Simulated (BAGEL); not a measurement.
**C2H6OSi (SMILES CO[Si]C): HF/6-31G(d) (density fitting with qzvpp-jkfit, spherical functions)**

What is the vertical ionisation energy of C2H6OSi at HF/6-31G* (density fitting with qzvpp-jkfit, spherical functions)? 

The results are computed with BAGEL 1.2.2.

1 further run of the same task is left out (set aside as unsound or not needed). Runs told in other sessions of the task aren't counted.

**1. The system as given**

The species is C2H6OSi (10 atoms), meant as a singlet with charge 0. SMILES: `CO[Si]C`. The coordinates come from a PBE0-D4/def2-TZVP relaxation. This is one conformer, not always the lowest.

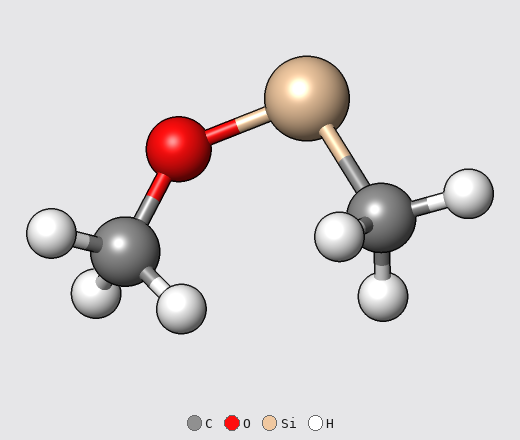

The structure, seen from a chosen angle (carbon grey, oxygen red, silicon light orange, hydrogen white).

**2. A single-point energy at HF/6-31G(d) (density fitting with qzvpp-jkfit, spherical functions)**

input.json reads:

```json
{ "bagel" : [

{
  "title" : "molecule",
  "basis" : "6-31gs.json",
  "df_basis" : "qzvpp-jkfit",
  "angstrom" : true,
  "geometry" : [
    { "atom" : "C", "xyz" : [   -0.453800,    1.262700,   -0.782500 ] },
    { "atom" : "O", "xyz" : [    0.892900,    1.066700,   -0.423500 ] },
    { "atom" : "Si", "xyz" : [    1.695100,   -0.124400,    0.380400 ] },
    { "atom" : "C", "xyz" : [    0.308400,   -1.365000,    0.803300 ] },
    { "atom" : "H", "xyz" : [   -0.527200,    1.344800,   -1.869800 ] },
    { "atom" : "H", "xyz" : [   -1.097200,    0.445700,   -0.445300 ] },
    { "atom" : "H", "xyz" : [   -0.809600,    2.197600,   -0.342400 ] },
    { "atom" : "H", "xyz" : [   -0.184400,   -1.751200,   -0.097200 ] },
    { "atom" : "H", "xyz" : [   -0.467600,   -0.912400,    1.432500 ] },
    { "atom" : "H", "xyz" : [    0.726300,   -2.215800,    1.347400 ] }
  ]
},
{ "title" : "hf" },
{ "title" : "print", "file" : "orbitals.molden", "orbitals" : true }

]}
```

The basis set 6-31G* is read from a file made from the Basis Set Exchange's data (not shown).

Run with:

```console
$ BAGEL_NUM_THREADS=1 BAGEL input.json > input.out
```

Output:

```text
* using 1 threads per process

  ===============================================================
  ===============================================================

  *** Geometry ***

  { "atom" : "C", "xyz" : [     -0.857558,      2.386157,     -1.478711 ] },
  { "atom" : "O", "xyz" : [      1.687336,      2.015771,     -0.800299 ] },
  { "atom" : "Si", "xyz" : [      3.203275,     -0.235082,      0.718852 ] },
  { "atom" : "C", "xyz" : [      0.582792,     -2.579476,      1.518017 ] },
  { "atom" : "H", "xyz" : [     -0.996264,      2.541304,     -3.533410 ] },
  { "atom" : "H", "xyz" : [     -2.073408,      0.842251,     -0.841495 ] },
  { "atom" : "H", "xyz" : [     -1.529922,      4.152862,     -0.647042 ] },
  { "atom" : "H", "xyz" : [     -0.348465,     -3.309288,     -0.183681 ] },
  { "atom" : "H", "xyz" : [     -0.883636,     -1.724186,      2.707033 ] },
  { "atom" : "H", "xyz" : [      1.372508,     -4.187255,      2.546217 ] },

  Number of auxiliary basis functions:      463

  Since a DF basis is specified, we compute 2- and 3-index integrals:
    o Being stored without compression. Storage requirement is 0.019 GB

  Number of basis functions:       72
  Number of electrons      :       40

    * METHOD: MOLECULE                             0.22

  *** RHF ***

  === Nuclear Repulsion ===
   160.1687469878

      * DIIS with orbital gradients will be used.

  === RHF iteration (6-31gs.json) ===
      0       -442.79446599          0.02073770           0.05
      1       -442.91885219          0.01417281           0.04
      2       -442.98857196          0.00200465           0.04
      3       -442.99084992          0.00067634           0.04
      4       -442.99112285          0.00012957           0.05
      5       -442.99114179          0.00002920           0.05
      6       -442.99114301          0.00000631           0.04
      7       -442.99114306          0.00000203           0.05
      8       -442.99114307          0.00000043           0.04
      9       -442.99114307          0.00000014           0.04
     10       -442.99114307          0.00000005           0.04
     11       -442.99114307          0.00000002           0.04
     12       -442.99114307          0.00000001           0.04
    * SCF iteration converged.

    * Permanent dipole moment:
           (    0.982197,     0.196335,     0.075398) a.u.

    * METHOD: HF                                   0.72

    * METHOD: PRINT                                0.01

  ===============================================================
```

Wall time 1.1 s (1 thread of Arm Neoverse V1, shared host); peak memory 0.099 GiB.

**3. The doublet cation**

job.json reads:

```json
{ "bagel" : [

{
  "title" : "molecule",
  "basis" : "6-31gs.json",
  "df_basis" : "qzvpp-jkfit",
  "angstrom" : true,
  "geometry" : [
    { "atom" : "C", "xyz" : [      -0.453800,       1.262700,      -0.782500 ] },
    { "atom" : "O", "xyz" : [       0.892900,       1.066700,      -0.423500 ] },
    { "atom" : "Si", "xyz" : [       1.695100,      -0.124400,       0.380400 ] },
    { "atom" : "C", "xyz" : [       0.308400,      -1.365000,       0.803300 ] },
    { "atom" : "H", "xyz" : [      -0.527200,       1.344800,      -1.869800 ] },
    { "atom" : "H", "xyz" : [      -1.097200,       0.445700,      -0.445300 ] },
    { "atom" : "H", "xyz" : [      -0.809600,       2.197600,      -0.342400 ] },
    { "atom" : "H", "xyz" : [      -0.184400,      -1.751200,      -0.097200 ] },
    { "atom" : "H", "xyz" : [      -0.467600,      -0.912400,       1.432500 ] },
    { "atom" : "H", "xyz" : [       0.726300,      -2.215800,       1.347400 ] }
  ]
},

{ "title" : "uhf", "charge" : 1, "nopen" : 1 },

{ "title" : "print", "file" : "orbitals.molden", "orbitals" : true }

]}
```

The basis set 6-31G* is read from a file made from the Basis Set Exchange's data (not shown).

Run with:

```console
$ BAGEL_NUM_THREADS=1 BAGEL job.json > job.out
```

Output:

```text
* using 1 threads per process

  ===============================================================
  ===============================================================

  *** Geometry ***

  { "atom" : "C", "xyz" : [     -0.857558,      2.386157,     -1.478711 ] },
  { "atom" : "O", "xyz" : [      1.687336,      2.015771,     -0.800299 ] },
  { "atom" : "Si", "xyz" : [      3.203275,     -0.235082,      0.718852 ] },
  { "atom" : "C", "xyz" : [      0.582792,     -2.579476,      1.518017 ] },
  { "atom" : "H", "xyz" : [     -0.996264,      2.541304,     -3.533410 ] },
  { "atom" : "H", "xyz" : [     -2.073408,      0.842251,     -0.841495 ] },
  { "atom" : "H", "xyz" : [     -1.529922,      4.152862,     -0.647042 ] },
  { "atom" : "H", "xyz" : [     -0.348465,     -3.309288,     -0.183681 ] },
  { "atom" : "H", "xyz" : [     -0.883636,     -1.724186,      2.707033 ] },
  { "atom" : "H", "xyz" : [      1.372508,     -4.187255,      2.546217 ] },

  Number of auxiliary basis functions:      463

  Since a DF basis is specified, we compute 2- and 3-index integrals:
    o Being stored without compression. Storage requirement is 0.019 GB

  Number of basis functions:       72
  Number of electrons      :       40

    * METHOD: MOLECULE                             0.22

  *** Open-shell HF ***

  === Nuclear Repulsion ===
   160.1687469878

      * DIIS with orbital gradients will be used.

  === UHF iteration (6-31gs.json) ===
      0       -442.51356203          0.03943707           0.09
      1       -442.63849850          0.02988144           0.08
      2       -442.67766644          0.02139828           0.09
      3       -442.71862564          0.00139893           0.08
      4       -442.71929090          0.00055003           0.08
      5       -442.71939911          0.00015558           0.08
      6       -442.71942423          0.00006485           0.08
      7       -442.71943002          0.00003206           0.08
      8       -442.71943183          0.00001544           0.08
      9       -442.71943252          0.00000703           0.08
     10       -442.71943269          0.00000350           0.09
     11       -442.71943274          0.00000184           0.09
     12       -442.71943276          0.00000072           0.09
     13       -442.71943276          0.00000029           0.09
     14       -442.71943276          0.00000014           0.09
     15       -442.71943276          0.00000009           0.09
     16       -442.71943276          0.00000006           0.08
     17       -442.71943276          0.00000004           0.08
     18       -442.71943276          0.00000002           0.08
     19       -442.71943276          0.00000001           0.09
     20       -442.71943276          0.00000001           0.08
    * SCF iteration converged.

    * S^2 (UHF) is 0.7696

    * Permanent dipole moment:
           (   -0.553449,     0.925802,    -0.611659) a.u.

    * METHOD: UHF                                  1.92

    * METHOD: PRINT                                0.01

  ===============================================================
```

It took 2.3 s on 1 thread of Arm Neoverse V1, shared host; peak memory 0.099 GiB.

**4. What came out**

Level: HF/6-31G* (density fitting with qzvpp-jkfit, spherical functions).

| quantity | value |
| --- | --- |
| singlet C2H6OSi: total energy | -442.99114 Eh |
| singlet C2H6OSi: dipole moment | 2.55 D |
| singlet C2H6OSi: HOMO energy | -8.48 eV |
| singlet C2H6OSi: LUMO energy | 1.79 eV |
| singlet C2H6OSi: HOMO–LUMO gap | 10.27 eV |
| doublet cation: total energy | -442.71943 Eh |
| doublet cation: ⟨S²⟩ | 0.770 |
| vertical ionisation energy (to the doublet cation) | 7.394 eV |

The vertical ionisation energy comes to 7.39 eV (713 kJ/mol). The negative HOMO energy of the first species, 8.48 eV, lies 1.08 eV above that difference.
